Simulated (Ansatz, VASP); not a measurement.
# BP: VASP beside Ansatz, part 2 of 2

One calculation is typed for both programs; each brings its own data sets. How far apart do they land? The cell is taken from a series of VASP runs on this material, whose earlier steps may have relaxed, scaled or displaced it; both programs get it as it stands. Valence electrons are named where the data sets of a main pair hold unlike numbers.

VASP 6.6.1 and Ansatz 0.2.0.

So far: Set-up; Ansatz: band structure, HSE06; VASP: band structure, HSE06.

## 3. VASP: band structure, HSE06 (continued)

Level of this step: HSE06; plane waves and PAW (P, B) (VASP).

Numbers of over 12 decimals in the logs are rounded to 6 here.

OUTCAR, selected parts (step 3):

```text
ion  position               nearest neighbor table
   1  0.750  0.750  0.750-   2 1.97   2 1.97   2 1.97   2 1.97
   2  0.000  0.000  0.000-   1 1.97   1 1.97   1 1.97   1 1.97

  LATTYP: Found a face centered cubic cell.
 ALAT       =     4.5380000000

 Subroutine GETGRP returns: Found 24 space group operations
 (whereof 24 operations were pure point group operations)

The static configuration has the point symmetry T_d .

 Found     16 irreducible k-points:

   k-points           NKPTS =     16   k-points in BZ     NKDIM =    216   number of bands    NBANDS=     10

   dimension x,y,z NGX =    20 NGY =   20 NGZ =   20
   dimension x,y,z NGXF=    40 NGYF=   40 NGZF=   40

   ENCUT  =  370.0 eV  27.19 Ry    5.21 a.u.   5.03  5.03  5.03*2*pi/ulx,y,z

   NELECT =       8.0000    total number of electrons

 k-points in reciprocal lattice and weights: Automatic mesh
   0.00000000  0.00000000  0.00000000       0.005
   0.16666667  0.00000000  0.00000000       0.037
   0.33333333  0.00000000  0.00000000       0.037
   0.50000000  0.00000000  0.00000000       0.019
   0.16666667  0.16666667  0.00000000       0.028
   0.33333333  0.16666667  0.00000000       0.111
   0.50000000  0.16666667  0.00000000       0.111
  -0.33333333  0.16666667  0.00000000       0.111
  -0.16666667  0.16666667  0.00000000       0.056
[...]
-0.33333333  0.33333333  0.16666667       0.111
  -0.33333333  0.50000000  0.16666667       0.056

  exchange ACFDT corr.  =         0.00000000  see jH, gK, PRB 81, 115126

 average (electrostatic) potential at core
       1 -77.7814       2 -21.7608

 E-fermi :   7.1684

 k-point     1 :       0.0000    0.0000    0.0000
  band No.  band energies     occupation
      1     -10.1027      2.00000
      2       6.9987      2.00000
      3       6.9987      2.00000
      4       6.9987      2.00000
      5      11.3532      0.00000
      6      11.3532      0.00000
      7      11.3532      0.00000
      8      15.7078      0.00000
      9      19.6166      0.00000
    ...

 k-point     2 :       0.1667    0.0000    0.0000
  band No.  band energies     occupation
      1      -9.5561      2.00000
      2       3.9117      2.00000
      3       6.2889      2.00000
      4       6.2889      2.00000
      5      11.9934      0.00000
      6      12.3253      0.00000
      7      12.3253      0.00000
      8      17.0538      0.00000
      9      19.1853      0.00000
    ...

 k-point     3 :       0.3333    0.0000    0.0000
  band No.  band energies     occupation
      1      -7.9963      2.00000
      2      -0.4362      2.00000
      3       5.3923      2.00000
      4       5.3923      2.00000
      5      11.8769      0.00000
      6      12.9100      0.00000
      7      12.9100      0.00000
      8      18.4621      0.00000
      9      20.2442      0.00000
    ...

  energy-cutoff  :      370.00
  volume of cell :       23.36
      direct lattice vectors                 reciprocal lattice vectors
     0.000000000  2.269000000  2.269000000    -0.220361393  0.220361393  0.220361393
     2.269000000  0.000000000  2.269000000     0.220361393 -0.220361393  0.220361393
     2.269000000  2.269000000  0.000000000     0.220361393  0.220361393 -0.220361393

 POSITION                                       TOTAL-FORCE (eV/Angst)
 -----------------------------------------------------------------------------------
      3.40350      3.40350      3.40350         0.000000      0.000000     -0.000000
      0.00000      0.00000      0.00000        -0.000000     -0.000000      0.000000
 -----------------------------------------------------------------------------------
    total drift:                                0.000002     -0.000000      0.000001

  FREE ENERGIE OF THE ION-ELECTRON SYSTEM (eV)
  ---------------------------------------------------
  free  energy   TOTEN  =       -14.8555988133 eV

  energy  without entropy=      -14.8555988133  energy(sigma->0) =      -14.85559881

 total charge
# of ion       s       p       d       tot
------------------------------------------
    1        0.989   1.592   0.000   2.581
    2        0.668   1.275   0.000   1.943
--------------------------------------------------
tot          1.657   2.867   0.000   4.525

[... 3 further parts left out ...]
```

The PAW data sets were made with PBE, which is usual practice but a small mismatch for other functionals.

## 4. Differences

Known differences besides the potentials themselves: exact exchange at q = 0 is treated differently, which shows on coarse meshes; VASP keeps PBE cores, Ansatz makes them for the functional; the cutoff is 420 eV in Ansatz and 370 eV in VASP; VASP takes a coarser grid for exact exchange (PRECFOCK = Fast). Total energies have different zeros and are not compared.

Compared:

```csv
quantity,Ansatz,VASP,difference
gap over the path points (eV),2.001,1.996,+0.005
```

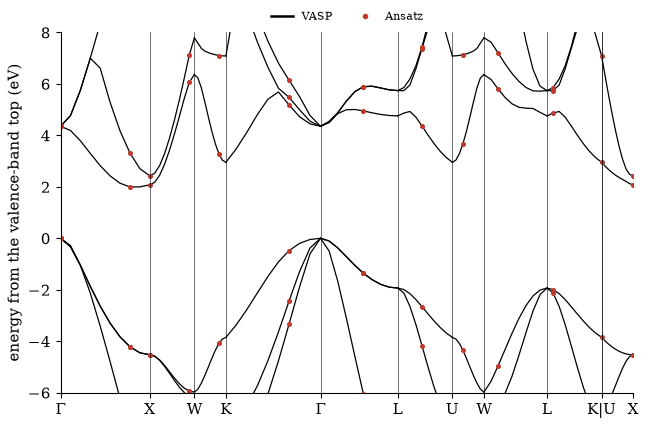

Bands from VASP (lines) and levels from Ansatz (dots). Dots without a line are higher empty bands that the VASP plot leaves out.

Levels at points of the path, from each program's valence-band top (eV; 3 filled, then empty):

```csv
k (reciprocal lattice),Ansatz,VASP
0.000 0.000 0.000,0.00 0.00 0.00 4.36 4.36 4.36,0.00 0.00 0.00 4.35 4.35 4.35
0.389 0.000 0.389,-7.62 -4.22 -4.22 2.00 3.32 12.34,-7.63 -4.22 -4.22 2.00 3.32 12.37
0.500 0.000 0.500,-9.58 -4.53 -4.53 2.08 2.43 13.82,-9.58 -4.53 -4.53 2.08 2.43 13.85
0.500 0.222 0.722,-9.04 -6.15 -5.94 6.06 7.13 9.05,-9.04 -6.15 -5.94 6.07 7.14 9.06
0.403 0.347 0.750,-9.10 -6.77 -4.09 3.29 7.10 10.80,-9.10 -6.77 -4.09 3.29 7.11 10.82
0.125 0.125 0.250,-3.35 -2.45 -0.48 5.19 5.48 6.15,-3.35 -2.45 -0.48 5.19 5.48 6.15
0.278 0.278 0.278,-6.05 -1.36 -1.36 4.95 5.89 5.89,-6.06 -1.36 -1.36 4.95 5.89 5.89
0.556 0.389 0.556,-9.61 -4.18 -2.66 4.37 7.38 7.43,-9.61 -4.18 -2.66 4.37 7.38 7.44
0.583 0.250 0.667,-9.09 -6.73 -4.35 3.67 7.12 10.44,-9.09 -6.73 -4.35 3.67 7.13 10.46
0.500 0.306 0.694,-8.91 -6.42 -4.97 5.81 7.21 9.18,-8.91 -6.42 -4.97 5.82 7.21 9.19
```

Among the levels compared at these points, filled levels agree within 3 meV and empty ones within 38 meV.

## 5. What came out

```
largest difference of a filled level at the path points (band structure, HSE06) : 3.2 meV
```

What this shows: The largest difference of a filled level at the path points is 3.2 meV (band structure, HSE06), within the 80 meV picked in this series as the mark of a large difference. Such differences can come from data sets, numerical settings and the points named under the comparisons, not from the functional's error against experiment.

[Lines on the potential files, build, host, timing and source positions are cut from VASP's logs without a mark.]

[Logs are printed without paths, hosts, clocks, repeated set-up lines and the standing remarks that a program may print on its own settings, such as how far it seeks lower states.]

[Hosts, paths, dates, database ids (printed as entryN), source tags and the programs' standing remarks are cut or masked in the printed files.]
